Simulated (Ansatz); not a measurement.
Re (hcp, Mg type): energy over volume and axial ratio

Re (hcp, Mg type)

```
Re
1.0
    2.77518     0.00000     0.00000
   -1.38759     2.40338     0.00000
    0.00000     0.00000     4.48302
Re
2
Direct
  0.33333   0.66667   0.75000
  0.66667   0.33333   0.25000
```

Two coordinates are scanned: the volume, and the ratio of the stretch along z (the conventional c axis) to the stretch across it. Atoms keep their fractional coordinates.

Level of theory: PBE (plane waves to 420 eV, PAW, scalar-relativistic; Ansatz, a quantum-chemistry and plane-wave program). k mesh 19×19×11 (Γ-centred), Fermi-Dirac smearing 0.05 eV. The energy includes the smearing's −TS. Stress and pressure are positive under compression. With partly filled bands, the response to shear is sensitive to the k mesh, so small differences along c/a are uncertain. Re is run without spin polarisation. Re was relaxed with its symmetry unable to fall. Spin-orbit coupling is left out, though Re is heavy. The PAW data are Ansatz's earlier set. The zero of ΔE is the relaxed starting cell.

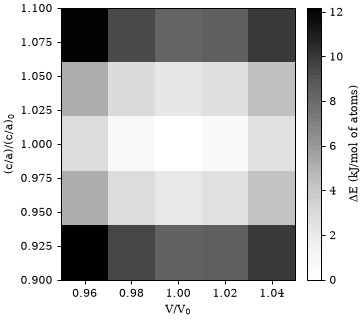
Figure: ΔE (kJ/mol of atoms) over the 5×5 grid of computed points.

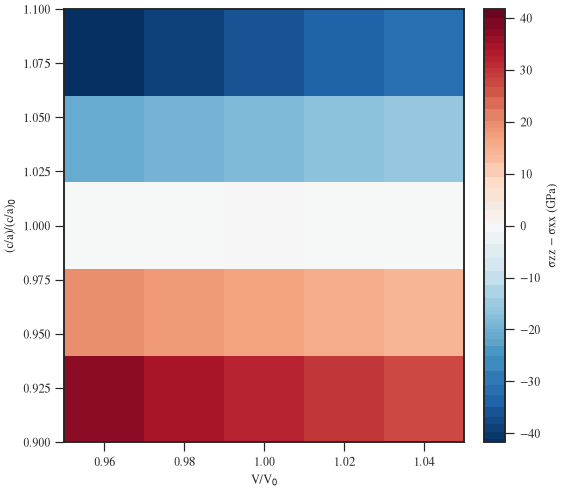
Figure. σzz − σxx (GPa) over the 5×5 grid of computed points.

Highest place on the grid: V/V₀ = 0.960, (c/a)/(c/a)₀ = 0.920 (126 meV/atom). Lowest place on the grid: V/V₀ = 1.000, (c/a)/(c/a)₀ = 1.000 (0 meV/atom).

(A scan under strain: stresses follow from slopes of the energy per volume, elastic moduli from its curvatures.)
